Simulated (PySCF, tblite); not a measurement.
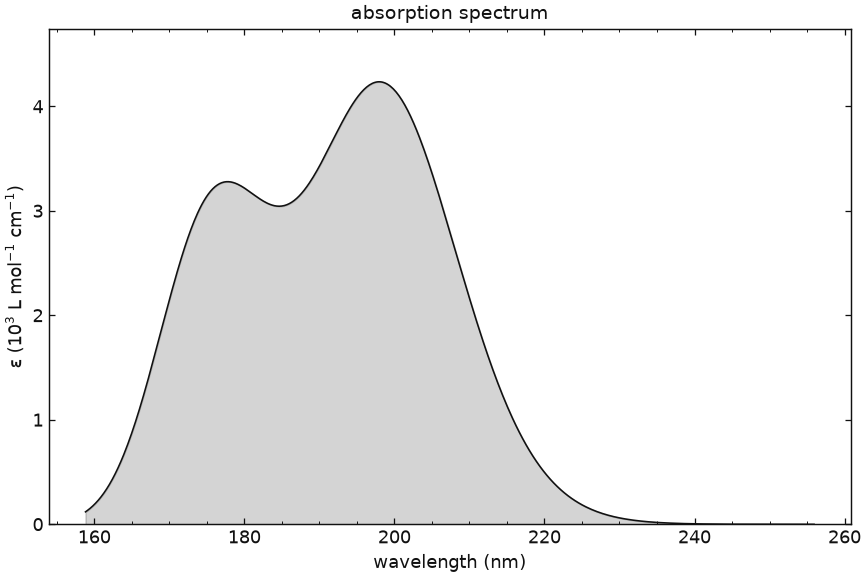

Vertical TDDFT excitations, PBE0/def2-SVPD with PySCF, at a GFN2-xTB geometry (a minimum by its frequencies), gas phase. The lowest 8 singlet states are shown; each is broadened by a Gaussian of 1/e half-width 0.40 eV.

> Which molecule gives this spectrum?
A. C₄H₇GaOS, SMILES C=C[C@H]1C[S][GaH][O]1, singlet
B. C₄H₇BO₂S, SMILES C=C[C@@H]1OBSCO1
C. C₄H₈B₂OS, SMILES C=CB[C@H]1CSBO1

B. Its lowest singlet lies at 6.04 eV (f = 0.003) and the brightest of those computed is S2 at 6.22 eV (199 nm), f = 0.089, mainly HOMO → LUMO+1 (86 %).

Caveats: the tight-binding geometry is rougher than a DFT one and adds to the error; one conformer of a flexible molecule; core orbitals are frozen in the response.
